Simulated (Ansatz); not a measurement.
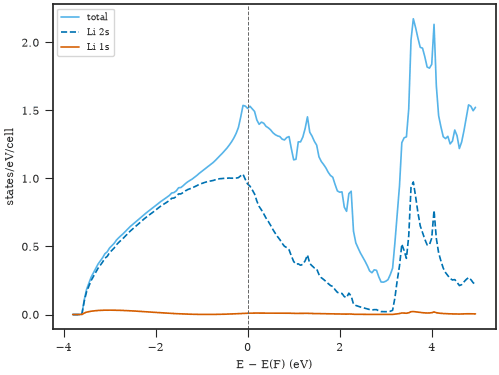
Figure: Total and projected density of states of Li (9R (Sm type), R-3m), DFT-LDA in the program Ansatz with PAW potentials

Which orbitals carry the states next to the Fermi level?

Within 0.5 eV of the Fermi level: Li 2s 65 %, outside the projected shells 35 %. Projections are on Löwdin-orthogonalised atomic valence shells; empty p or d shells of many metals are not among them.

The workflow started from a Materials Project entry (that database holds measured and hypothetical structures alike); the Crystallography Open Database files this formula in space group No. 166, but the cells were not matched. It is not the phase usual at ambient conditions (space group No. 229). The cell was relaxed with LDA under the symmetry of its start; whether a distortion lowers the energy is not shown.

Potentials: the later of the program's two PAW sets.
